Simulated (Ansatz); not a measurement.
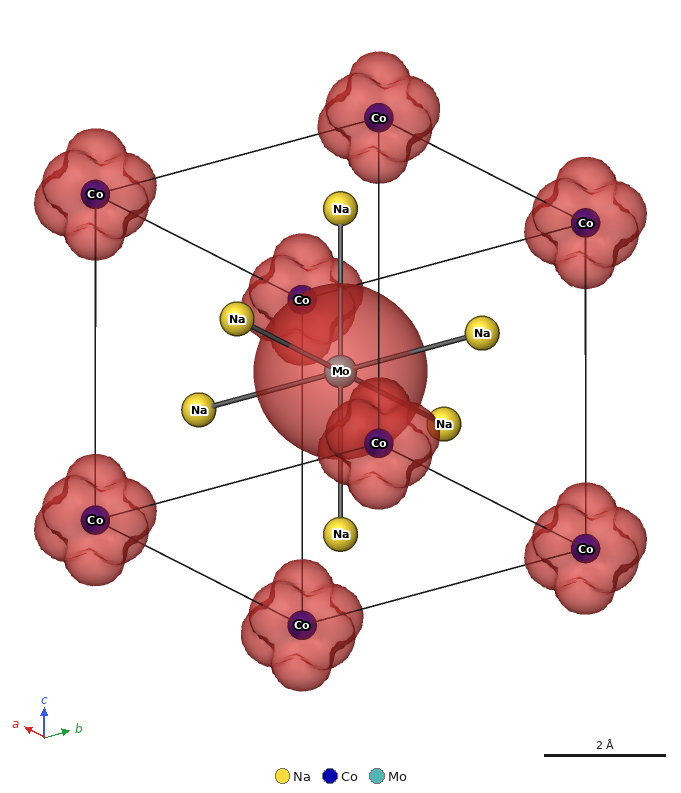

Na$_{3}$CoMo. Isosurface of the spin density (up minus down) at +0.08 e/Å³ (red), seen at an oblique angle. Sticks mark near contacts.

Space group Pm-3m; started from the cubic perovskite_221 prototype, which need not be the ambient phase; spin-polarised.

Method: DFT PBE, scalar-relativistic, plane waves, PAW in Ansatz.

The density is the valence pseudo-density of a PAW calculation; it isn't the true density close to the nuclei.

```
Na Co Mo
1.0
     5.84495    0.00000    0.00000
     0.00000    5.84495    0.00000
     0.00000    0.00000    5.84495
Na Co Mo
3 1 1
Cartesian
  0.0000 2.9225 2.9225
  2.9225 0.0000 2.9225
  2.9225 2.9225 0.0000
  0.0000 0.0000 0.0000
  2.9225 2.9225 2.9225
```

Where is the spin, and how is it ordered?

The spin density sits on Co: +2.2 μB; Mo: +3.6 μB in one cell of 5 atoms: parallel main moments (a ferromagnetic arrangement) in this solution. The cell of the calculation (5 atoms) carries 7.0 μB of net spin moment.
